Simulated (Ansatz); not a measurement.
# ScHg (Pm-3m): phonons and vibrational spectra

Aim: the phonons of ScHg (Pm-3m) at a cell relaxed beforehand at this level. After the zone centre comes a 4×4×4 q mesh on a 12×12×12 k mesh.

Calculated with Ansatz 0.2.0; DFT PBEsol, scalar-relativistic, plane waves, PAW; PAW set soft_1.

**1. Starting point**

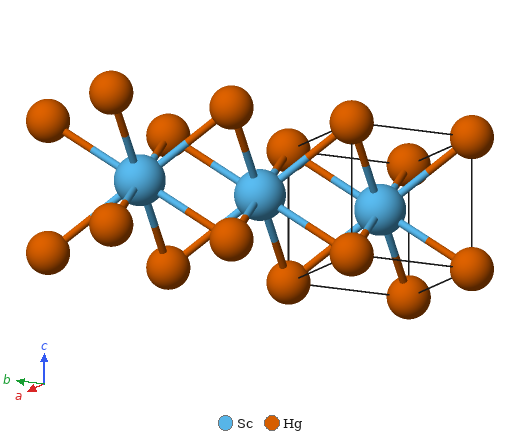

Start, viewed from a free direction; scandium blue, mercury orange. 1×3×1 cells are drawn. Some periodic images of atoms are drawn too.

**2. Linear response at the zone centre**

The cell comes from relaxations at this level that are not shown. The zone centre comes first: it holds the modes that light can see, as far as symmetry allows. No field response is asked, since the mesh shows no gap.

Contents of input.yaml:

```yaml
crystal:
  lattice:
    - [3.466997745, 0.0, 0.0]
    - [0.0, 3.466997745, 0.0]
    - [0.0, 0.0, 3.466997745]
  atoms:
    - { symbol: Sc, position: [0.5, 0.5, 0.5] }
    - { symbol: Hg, position: [0.0, 0.0, 0.0] }
kpoints:
  mp_grid: { grid: [12, 12, 12] }
hamiltonian:
  xc: pbesol
  pseudopotentials: { kind: paw, azcp: { folder: soft_1 }, xc_functional: pbe }
scf:
  occupations: { method: methfessel_paxton, width: 0.2 }
output:
  eigenvalues: true
phonons:
  method: dfpt
```

Launch:

```console
ansatz run input.yaml --threads 4 --pin off --max-ram 10240MiB --backend cpu --events-out ev --progress --plain --runs-dir out
```

Numbers of over 12 decimals in the logs are rounded to 6 here.

The log of the run:

```text
Engine: ansatz 0.2.0, aarch64-unknown-linux-gnu
Pseudopotentials: kind: paw
Pseudopotential: Sc, paw, valence charge 11, recommended cutoff 420 eV (normal), soft_1/Sc.paw.azcp
Pseudopotential: Hg, paw, valence charge 20, recommended cutoff 420 eV (normal), soft_1/Hg.paw.azcp
Functional definition: PBEsol
  exchange = pbesol_x
  correlation = pbesol_c
Crystal: 2 atoms, lattice volume = 41.674 Å³
Basis set: ecut = 420 eV, 799 PW (Γ), exchange–correlation on 48×48×48 points (8 copies of the dense FFT grid, shifted against one another)
Bands: 20, of which v1, the nominal top of the filled ones, is band 16 counted from 1 (15 counted from 0)
Symmetry: 48 space group operations
k-points: 196 of 1728 (irreducible under 8 space group operations, time reversal used)
Non-local potential: Sc, projectors of the file, l = 0: 3, l = 1: 2, l = 2: 3, l = 3: 1
Non-local potential: Hg, projectors of the file, l = 0: 3, l = 1: 2, l = 2: 2, l = 3: 1
PAW form: soft (Blöchl's): semilocal exchange-correlation on the pseudo side does not see the compensation charge
PAW frozen core: Sc, regenerated for the run's functional, and the local potential with it (the file was generated under x = pbe(κ = 0.804, μ = 0.219515), c = pbe(β = 0.066725))
PAW frozen core: Hg, regenerated for the run's functional, and the local potential with it (the file was generated under x = pbe(κ = 0.804, μ = 0.219515), c = pbe(β = 0.066725))
PAW one-centre angular grid: Sc, 590 points (default); XC on 64 Gauss nodes
PAW one-centre angular grid: Hg, 590 points (default); XC on 64 Gauss nodes
Initial density: superposition of atomic densities (chi_scale 0.1, normalization cell, long waves kept (reshape's long-wave potential 0.00 eV rms))
Initial wavefunctions: pseudopotential atomic-orbital guess
Functional: x = pbesol(κ = 0.804, μ = 0.123457), c = pbesol(β = 0.046)
SCF iter   1: F=—  HF=-15784.527843 eV  |F-HF|=—  |Δ(HF+E_count)|=         —  Δρ=1.14e-1  dr2=9.64e0  ethr=3.10e-3  ⟨swp⟩=4.0  Hψ=14045  notcnv=0
preconditioner: auto → Kerker (q_TF=auto, 2.597 Å⁻¹)  [metal: Δε(μ)=0.014 eV  Ē_g=5.492 eV  σ=0.200 eV  W_gap=0.06  n_scr=18 (ndim 8)  ℏωp=22.3 eV  f_vac=0.000  D(μ)=4.34/eV (n_scr^D=56)]
SCF iter   2: F=—  HF=-15782.575496 eV  |F-HF|=—  |Δ(HF+E_count)|=    1.95e0  S|Δr|=    0.00e0  Δρ=2.96e-2  dr2=5.72e-1  ethr=3.10e-3  ⟨swp⟩=2.2  Hψ=9263  notcnv=0
SCF iter   3: F=—  HF=-15782.445382 eV  |F-HF|=—  |Δ(HF+E_count)|=   1.30e-1  S|Δr|=    0.00e0  Δρ=1.42e-2  dr2=9.06e-2  ethr=1.85e-3  ⟨swp⟩=2.0  Hψ=6243  notcnv=0
SCF iter   4: F=—  HF=-15782.430517 eV  |F-HF|=—  |Δ(HF+E_count)|=   1.49e-2  S|Δr|=    0.00e0  Δρ=3.18e-3  dr2=2.88e-3  ethr=2.92e-4  ⟨swp⟩=2.2  Hψ=6731  notcnv=0
SCF iter   5: F=—  HF=-15782.430211 eV  |F-HF|=—  |Δ(HF+E_count)|=   3.07e-4  S|Δr|=    0.00e0  Δρ=5.48e-4  dr2=7.88e-5  ethr=9.30e-6  ⟨swp⟩=2.1  Hψ=7401  notcnv=0
SCF iter   6: F=—  HF=-15782.430229 eV  |F-HF|=—  |Δ(HF+E_count)|=   1.84e-5  S|Δr|=    0.00e0  Δρ=2.12e-4  dr2=2.68e-5  ethr=2.54e-7  ⟨swp⟩=2.5  Hψ=6612  notcnv=0
SCF iter   7: F=—  HF=-15782.430223 eV  |F-HF|=—  |Δ(HF+E_count)|=   6.23e-6  S|Δr|=    0.00e0  Δρ=2.48e-5  dr2=3.46e-7  ethr=8.65e-8  ⟨swp⟩=2.0  Hψ=5286  notcnv=0
SCF iter   8: F=—  HF=-15782.430225 eV  |F-HF|=—  |Δ(HF+E_count)|=   2.38e-6  S|Δr|=    0.00e0  Δρ=5.96e-6  dr2=1.43e-8  ethr=1.12e-9  ⟨swp⟩=2.0  Hψ=5348  notcnv=0
SCF iter   9: F=—  HF=-15782.430225 eV  |F-HF|=—  |Δ(HF+E_count)|=  6.33e-10  S|Δr|=    0.00e0  Δρ=9.38e-7  dr2=3.56e-10  ethr=4.61e-11  ⟨swp⟩=2.0  Hψ=4917  notcnv=0
SCF iter  10: F=—  HF=-15782.430225 eV  |F-HF|=—  |Δ(HF+E_count)|=  2.55e-11  S|Δr|=    0.00e0  Δρ=1.70e-7  dr2=1.48e-11  ethr=1.15e-12  ⟨swp⟩=2.0  Hψ=6167  notcnv=0
SCF iter  11: F=-15782.430225 eV  HF=-15782.430225 eV  |F-HF|=1.82e-12  |Δ(HF+E_count)|=  7.28e-12  S|Δr|=    0.00e0  Δρ=3.73e-8  dr2=4.23e-13  ethr=1.00e-12  ⟨swp⟩=4.8  Hψ=14074  notcnv=0
SCF 1 converged in 11 iterations: F = -15782.430225 eV  dr2 = 4.23e-13
  greatest PAW one-centre occupation: 1.000 electrons in one spin orbital (limit 2), on the Hg atom at site 1 (counted from 0), in its partial waves of l = 0
DFPT response loops at Γ: preconditioner auto → Kerker (q_TF=auto, 2.597 Å⁻¹) (partly filled bands, converged f_vac=0.000); β = 1.00, the filter's whole step (`scf.mixing.beta` (0.50) is not read by the response loops under this deck's `scf.mixing.preconditioner`; to damp them name `kerker` or `kerker_dos`, under which they read `scf.mixing.beta`, and type it under 1.00, their step now; both keys bind the ground state too); Broyden in place of MSR1
SCF converged after 11 iterations
Stability not checked: this state was not tested for a lower state beside it, because cold or Methfessel-Paxton smearing, or corrected tetrahedra, fill the levels in a way that the test cannot read (fill_not_monotonic; see scf.lower_state_search)
Free energy (F): -15782.430225 eV
Harris-Foulkes:  -15782.430225 eV  (|F-HF|=1.82e-12)
Internal energy: -15782.427310 eV  (E = F + TS)
E sigma→0 (E₀):  -15782.429496 eV
Entropy (-TS):   -0.002915 eV (-1.457 meV/atom)
Fermi energy:    14.589474 eV
--- Per-component energies (eV) ---
  E_band       = -523.555447
  E_kinetic    = 782.153529
  E_local      = -3282.758828  (includes V_loc(G=0)·N_el)
  E_nonlocal   = 227.438233
  E_hartree    = 1366.395664
  E_xc         = -295.617766
  E_vxc        = -356.265780  (∫ρ·V_xc dr)
  E_paw        = -10777.932859  (= ΣΔE_a)
  E_vpaw       = -626.914337  (= ΣTr[D̂ρ^β])
  E_aug_tail   = 0.000424  (compensation charges beyond the density's cutoff)
  E_ewald      = -3802.563442
  E_core_change = 0.457735  (= ΣΔE_core)
  E_smearing   = -0.002915  (= −TS)
  E_closure    = -0.000000  (closes the sum)
  Σ components = -15782.430225   (vs F -15782.430225, Δ=0.00e0)
--- Band table (eV; the first three rows and the last of 196) ---
  k-point 0: bands = [... 12 lower, 7.4121, 7.4121, 14.9054, 14.9054, 17.0873, 17.0873, 17.0873, 19.5259]
  k-point 1: bands = [... 12 lower, 7.3965, 7.4177, 14.8701, 14.8808, 16.8675, 16.8675, 17.0714, 18.9684]
  k-point 2: bands = [... 12 lower, 7.3543, 7.4331, 14.6399, 14.8132, 16.4258, 16.4258, 17.0278, 18.0105]
  k-point 195: bands = [... 12 lower, 7.9430, 12.7608, 12.7608, 12.7608, 13.7335, 17.6364, 17.6364, 20.0874]
--- Phonons (Γ-DFPT): 2 representative perturbations + reference, on 196 of 1728 k-points (Σ response iterations 6) ---
  k mesh reduced under 8 symmetry operations, with k and −k counted as one. Each operation leaves every solved perturbation unchanged. A smaller set is not used because it would not reduce the number of displacements times k-points to solve
  ASR residual: 9.059e-6 → 0.000e0 eV/Å²; symmetrization residual: 1.641e-6 eV/Å²
  ASR residual per site (eV/Å²): 9.06e-6 6.81e-7
  Γ frequencies (cm⁻¹): 0.00 0.00 0.00 146.21 146.21 146.21
  non-analytic LO–TO correction: not included (Born effective charges unavailable; polar crystals: no LO–TO splitting at Γ)
```

Wall time 9.1 s (4 threads of Arm Neoverse V2, shared host); peak memory 0.74 GiB.

In the SCF lines HF is the Harris–Foulkes energy and dr2 the Hartree energy of the density residual, in eV; the loop may stop once dr2 is under the threshold and the program's other checks hold. Hψ counts applications of the Hamiltonian.

This step gave:

```
volume per atom                                         : 20.84 Å³
gap on the k-mesh                                       : 0 eV
sum-rule residual before enforcement                    : 9.06e-6 eV/Å²
point group                                             : m-3m
highest optical mode at the zone centre (no LO-TO term) : 146.2 cm⁻¹
lowest optical zone-centre mode                         : 146.2 cm⁻¹
```

Patterns of degenerate modes are one choice out of their space. The modes at Γ (shares of kinetic energy by element, %):

```csv
mode,frequency (cm⁻¹),symmetry,Sc %,Hg %
1,0.0,acoustic,18,82
2,0.0,acoustic,18,82
3,0.0,acoustic,18,82
4,146.2,T1u,82,18
5,146.2,T1u,82,18
6,146.2,T1u,82,18
```

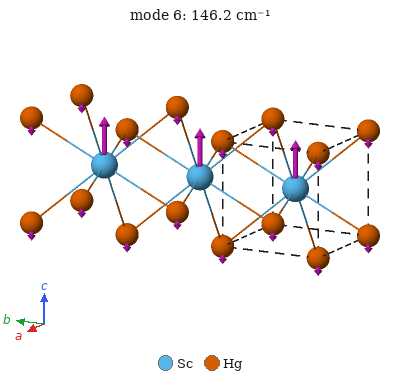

Displacement patterns of mode 6 at Γ; arrows are exaggerated. 1×3×1 cells are drawn. Some periodic images of atoms are drawn too.

Before it was imposed, the acoustic sum rule was missed by 9.1e-6 eV/Å². Small misses are needed for a sound result but don't prove that mesh and cutoff are converged. The lowest optical mode is real, 146 cm⁻¹.

**3. Phonons on a q mesh**

Stability and thermal properties need the whole zone. Linear response on a 4×4×4 q mesh gives force constants as far as a supercell of that size would.

input.yaml, as its differences from that of step 2:

```diff
@@ -19 +19,8 @@
   method: dfpt
+  qmesh: [4, 4, 4]
+  temperatures: { t_max: 1000, t_step: 50 }
+  qpath:
+    path:
+      - [[0.0, 0.0, 0.0], [0.0, 0.5, 0.0], [0.5, 0.5, 0.0], [0.0, 0.0, 0.0], [0.5, 0.5, 0.5], [0.0, 0.5, 0.0]]
+      - [[0.5, 0.5, 0.5], [0.5, 0.5, 0.0]]
+    npoints: 10
```

The log of the run:

```text
[...]
Crystal: 2 atoms, lattice volume = 41.674 Å³
Basis set: ecut = 420 eV, 799 PW (Γ), exchange–correlation on 48×48×48 points (8 copies of the dense FFT grid, shifted against one another)
Bands: 20, of which v1, the nominal top of the filled ones, is band 16 counted from 1 (15 counted from 0)
[... 1 set-up line as in the run before ...]
k-points: 84 of 1728
[...]
SCF iter   1: F=—  HF=-15784.527837 eV  |F-HF|=—  |Δ(HF+E_count)|=         —  Δρ=1.14e-1  dr2=9.64e0  ethr=3.10e-3  ⟨swp⟩=4.1  Hψ=6024  notcnv=0
[...]
SCF iter  11: F=-15782.430225 eV  HF=-15782.430225 eV  |F-HF|=1.82e-12  |Δ(HF+E_count)|=    0.00e0  S|Δr|=    0.00e0  Δρ=3.75e-8  dr2=4.26e-13  ethr=1.00e-12  ⟨swp⟩=4.8  Hψ=6007  notcnv=0
SCF 1 converged in 11 iterations: F = -15782.430225 eV  dr2 = 4.26e-13
[...]
phonons: the bands overlap, so this run is a metal and interpolates without the dipole-dipole term. If the crystal is really an insulator or semiconductor, its LO-TO splitting is missing
NSCF: frozen V_eff on 84 k-points
[...]
DFPT response loops at q = (0, 0, 0) (fractional): preconditioner auto → Kerker (q_TF=auto, 2.597 Å⁻¹) (partly filled bands, converged f_vac=0.000); β = 1.00, the filter's whole step (`scf.mixing.beta` (0.50) is not read by the response loops under this deck's `scf.mixing.preconditioner`; to damp them name `kerker` or `kerker_dos`, under which they read `scf.mixing.beta`, and type it under 1.00, their step now; both keys bind the ground state too); Broyden in place of MSR1
[...]
SCF converged after 11 iterations
[...]
Free energy (F): -15782.430225 eV
[...]
Internal energy: -15782.427310 eV  (E = F + TS)
E sigma→0 (E₀):  -15782.429496 eV
Entropy (-TS):   -0.002915 eV (-1.457 meV/atom)
Fermi energy:    14.589474 eV
[...]
--- Band table (eV; the first three rows and the last of 84) ---
  k-point 0: bands = [... 12 lower, 7.4121, 7.4121, 14.9054, 14.9054, 17.0873, 17.0873, 17.0873, 19.5259]
  k-point 1: bands = [... 12 lower, 7.3965, 7.4177, 14.8701, 14.8808, 16.8675, 16.8675, 17.0714, 18.9684]
  k-point 2: bands = [... 12 lower, 7.3543, 7.4331, 14.6399, 14.8132, 16.4258, 16.4258, 17.0278, 18.0105]
  k-point 83: bands = [... 12 lower, 7.9430, 12.7608, 12.7608, 12.7608, 13.7335, 17.6364, 17.6364, 20.0874]
--- Phonons (Γ-DFPT): 2 representative perturbations + reference (Σ response iterations 6) ---
  ASR residual: 1.312e-5 → 0.000e0 eV/Å²; symmetrization residual: 5.213e-7 eV/Å²
  ASR residual per site (eV/Å²): 1.31e-5 3.09e-6
  Γ frequencies (cm⁻¹): 0.00 0.00 0.00 146.21 146.21 146.21
--- Phonons (arbitrary-q DFPT): 10 irreducible q on the 4×4×4 mesh ---
  q = [0.0000, 0.0000, 0.0000] (star 1, of the zone-centre solve; hermiticity 3.61e-7, symmetrization 2.57e-12): -0.00 0.00 0.00 146.21 146.21 146.21
  q = [0.0000, 0.0000, 0.2500] (star 6, 4 solved perturbations in 1848 linear systems a pass and spin channel, the states on 588 of 1728 k-point pairs; hermiticity 1.00e-6, symmetrization 1.65e-12): 45.55 45.55 62.24 150.10 150.10 182.92
[...]
q = [0.0000, 0.2500, -0.5000] (star 12, 6 solved perturbations on 588 of 1728 k-point pairs; hermiticity 9.00e-7, symmetrization 4.49e-7): 46.90 53.40 58.99 138.65 189.57 209.52
[...]
sum rule: each row above includes the acoustic sum rule's correction from the zone centre's row sums; it moved no ω² by more than (0.28 cm⁻¹)²
  mesh force constants: q→R imaginary residual 3.40e-18; ASR residual 1.312e-5 → 0.000e0 eV/Å²; symmetrization residual 6.217e-15 eV/Å²
  interpolated dispersion: 62 rows × 6 modes
  density of states and harmonic sums: on the 20×20×20 q-mesh, interpolated from the force constants of a 4×4×4 supercell (no non-analytic term)
  largest difference from the sums on the solved wave vectors: F 1.32e-2 eV, S 1.72e-5 and C_V 4.01e-6 eV/K
  zero-point energy: 0.042753 eV/cell   skipped modes (ω ≤ 0): 3   left out of the sums: 6.25e-5 of the cell's modes: C_V's classical limit lies that fraction below 3 k_B per atom; for a crystal, a wire or a layer, F and S can be off by more, and a phonons.interpolated_qmesh denser along its periods is the remedy for the sampling
```

Run time: 4.4 min. Hardware: 4 threads; peak memory 2.1 GiB.

Numbers from this step:

```
sum-rule residual before enforcement                       : 1.31e-5 eV/Å²
lowest frequency on the path                               : 0 cm⁻¹
highest frequency on the path or at a solved wavevector    : 218.3 cm⁻¹
mean frequency                                             : 114.9 cm⁻¹
Debye temperature (second moment)                          : 246 K
logarithmic mean frequency                                 : 94.1 cm⁻¹
lowest mode on the q mesh (acoustic modes at Γ apart)      : 26.31 cm⁻¹
zero-point energy per atom                                 : 21.38 meV
heat capacity at 300 K                                     : 24.13 J/(mol atoms K)
vibrational entropy at 300 K                               : 45.20 J/(mol atoms K)
edges of the widest gap between branches, on path and mesh : 71, 116.6 cm⁻¹
```

Frequencies (cm⁻¹) solved at each irreducible wavevector; negative means imaginary. Frequencies by wavevector, by row:

```csv
q in reciprocal lattice units,star,mode 1,mode 2,mode 3,mode 4,mode 5,mode 6
0 0 0,1,0,0,0,146.2,146.2,146.2
0 0 0.25,6,45.5,45.5,62.2,150.1,150.1,182.9
0 0 -0.5,3,60.6,60.6,71,158.6,158.6,218.3
0 0.25 0.25,12,31.8,52.4,69.1,145.7,179.2,188.8
0 0.25 -0.5,12,46.9,53.4,59,138.7,189.6,209.5
0 -0.5 -0.5,3,26.3,26.3,57.9,116.6,213.6,213.6
0.25 0.25 0.25,8,53.6,53.6,58.3,179.8,179.8,179.8
0.25 0.25 -0.5,12,32,51.5,67.9,176,180.5,204.9
0.25 -0.5 -0.5,6,46,46,66.5,165,200.4,200.4
-0.5 -0.5 -0.5,1,62.6,62.6,62.6,190.5,190.5,190.5
```

Interpolated from a 4×4×4 q mesh. The phonon branches at the labelled points (cm⁻¹):

```csv
point,branch 1,branch 2,branch 3,branch 4,branch 5,branch 6
Γ,0,0,0,146,146,146
X,61,61,71,159,159,218
M,26,26,58,117,214,214
Γ,0,0,0,146,146,146
R,63,63,63,190,190,190
X,61,61,71,159,159,218
jump to R,63,63,63,190,190,190
M,26,26,58,117,214,214
```

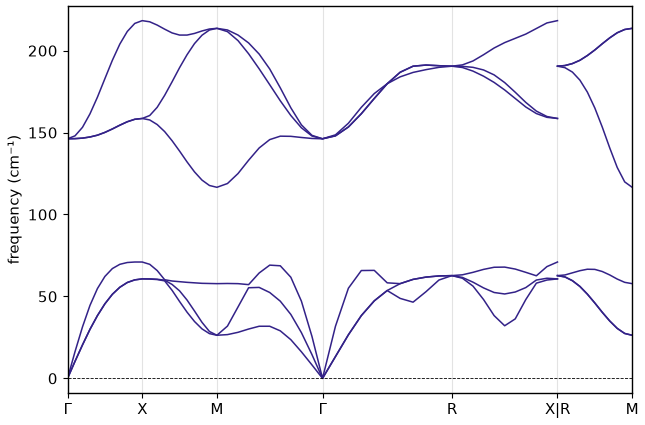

Phonon branches along the path.

The phonon density of states has structure finer than the step of the table below, so its rows give means over 10 cm⁻¹, whole bins alone (the curve runs from 1 to 219 cm⁻¹). Peaks (cm⁻¹: height): 59.0: 0.116, 149.0: 0.0509, 207.0: 0.0589.

Tetrahedra on a 20×20×20 mesh, mean over bins of 2 cm-1. Interpolated from a 4×4×4 q mesh. The phonon density of states by wavenumber; means over each step:

```csv
wavenumber (cm⁻¹),phonon density of states (1/cm⁻¹/cell)
10,5.6e-4
20,0.00278
30,0.0268
40,0.0627
50,0.0677
60,0.101
70,0.0385
80,0
90,0
100,0
110,0
120,0.00172
130,0.00552
140,0.0110
150,0.0408
160,0.0397
170,0.0325
180,0.0336
190,0.0445
200,0.0521
210,0.0375
```

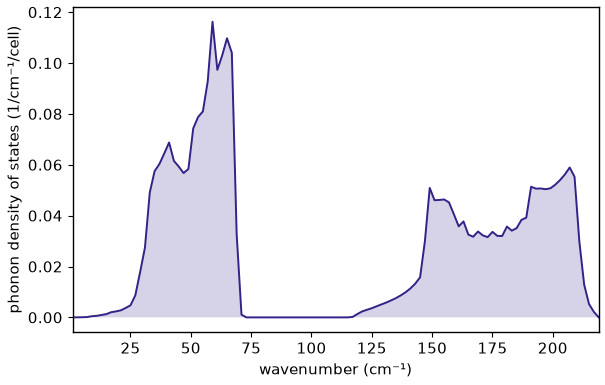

Phonon density of states, plotted against wavenumber.

The partial phonon density of states has structure finer than the step of the table below, so its rows give means over 20 cm⁻¹, whole bins alone (the curve runs from -10 to 234 cm⁻¹). Peaks (cm⁻¹: height): Hg 59.1: 0.105; Sc 157.4: 0.0441, 166.7: 0.0370, 180.5: 0.0382, 192.8: 0.0518, 202.0: 0.0527.

Phonopy on the run's constants, 17x17x17 mesh, Gaussian sigma 2.0 cm-1. Interpolated from a 4×4×4 q mesh. The partial phonon density of states by wavenumber; means over each step; values in 1/cm⁻¹/cell:

```csv
wavenumber (cm⁻¹),Hg,Sc
0,9.8e-5,2.1e-5
20,0.00485,7.4e-4
40,0.0507,0.00495
60,0.0844,0.00202
80,0.00217,1.2e-5
100,0,0
120,8.9e-6,0.00218
140,7.7e-4,0.0156
160,0.00234,0.0370
180,0.00180,0.0323
200,0.00254,0.0488
220,3.0e-4,0.00641
```

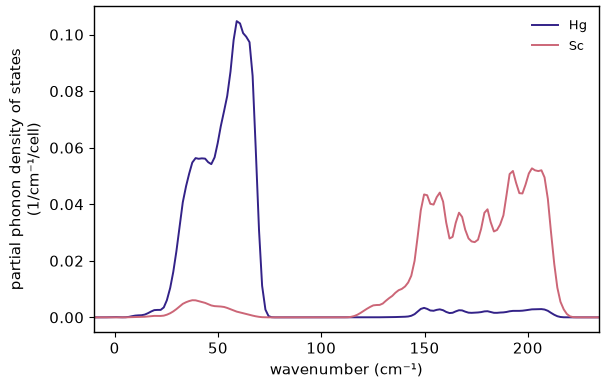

Partial phonon density of states against wavenumber.

Second derivatives of the energy by pair, one row for each kind of neighbour of each atom listed. Each entry sums the pair over the periodic images of the supercell that the q mesh stands for, and in a polar crystal it holds the long-range dipole part too. Force constants by pair, by row:

```csv
atom,neighbour,distance (Å),third of the trace (eV/Å²),along the pair's line (eV/Å²)
Sc1,itself,0,5.079,–
Sc1,Hg,3.003,-0.3623,-1.433
Sc1,Sc,3.467,-0.2066,-0.8416
Sc1,Sc,4.903,-0.0508,-0.0497
Sc1,Hg,5.749,-5.00e-4,0.013
Sc1,Sc,6.005,-0.0519,-0.1775
Sc1,Sc,6.934,0.0041,-0.0605
Hg2,itself,0,3.223,–
Hg2,Sc,3.003,-0.3623,-1.433
Hg2,Hg,3.467,0,-0.1395
Hg2,Hg,4.903,-0.0041,8.00e-4
Hg2,Sc,5.749,-5.00e-4,0.013
Hg2,Hg,6.005,0.0055,0.0019
Hg2,Hg,6.934,-0.0701,-0.2545
```

Harmonic thermodynamic functions per atom, from the density of states. Interpolated from a 4×4×4 q mesh. Thermodynamic functions, by row:

```csv
T (K),F_vib (meV/atom),S (J/mol-atom/K),C_V (J/mol-atom/K)
0,21.38,0,0
50,19.5,9.573,12.45
100,11.55,20.64,19.3
200,-18.25,35.58,23.2
300,-60.42,45.2,24.13
400,-111,52.2,24.48
500,-168.1,57.68,24.64
600,-230.3,62.18,24.73
700,-296.8,66,24.79
800,-366.9,69.31,24.82
900,-440.3,72.24,24.85
1000,-516.5,74.86,24.87
```

Harmonic mean-square displacement, third of the trace. Interpolated from a 4×4×4 q mesh. Mean square displacements, by row:

```csv
T (K),Sc1 U_eq (Å²),Hg2 U_eq (Å²)
0,0.00252,0.00166
100,0.00437,0.00533
300,0.01096,0.01546
600,0.02148,0.03083
```

Symmetry leaves 10 wavevectors to solve. The lowest mode among them, the acoustic zeros apart, lies at q = (0, -0.5, -0.5) and is real, 26.3 cm⁻¹.

**4. Results**

```
space group (within 0.01 Å)                             : Pm-3m
volume per atom                                         : 20.8 Å³
electronic character                                    : no gap on this mesh
highest optical mode at the zone centre (no LO-TO term) : 146 cm⁻¹
lowest optical zone-centre mode                         : 146 cm⁻¹
lowest mode on the q mesh (acoustic modes at Γ apart)   : 26.3 cm⁻¹
highest frequency on the path or at a solved wavevector : 218 cm⁻¹
zero-point energy per atom                              : 21.4 meV
heat capacity at 300 K                                  : 24.1 J/(mol atoms K)
vibrational entropy at 300 K                            : 45.2 J/(mol atoms K)
Debye temperature (second moment)                       : 246 K
imaginary modes on the 4×4×4 q mesh                     : none
```

**Reading.** The structure is a minimum as far as tested: no mode is imaginary at the 10 irreducible wavevectors of the 4×4×4 mesh, and the softest away from the acoustic zeros lies at 26 cm⁻¹. The optical modes at Γ form one degenerate level at 146 cm⁻¹. The highest mode in this list at Γ, 146.2 cm⁻¹, is mostly motion of Sc (82 % of the kinetic energy). On the path and the mesh, the widest gap between branches runs from 71 to 117 cm⁻¹. With no gap, or one that is small against the smearing, the frequencies hang on the k mesh and the smearing, most of all near Kohn anomalies. The phonon runs are without spin polarisation, although the cell has an odd electron count. Spin-orbit coupling is left out, which can matter for the heavy elements here. The PAW files were made for PBE and serve the other functionals too. These are harmonic frequencies at zero temperature: anharmonic shifts, linewidths and thermal expansion are left out.

[Logs are printed without paths, hosts, clocks, repeated set-up lines and the standing remarks that a program may print on its own settings, such as how far it seeks lower states.]

[Hosts, paths, dates, database ids (printed as entryN), source tags and the programs' standing remarks are cut or masked in the printed files.]
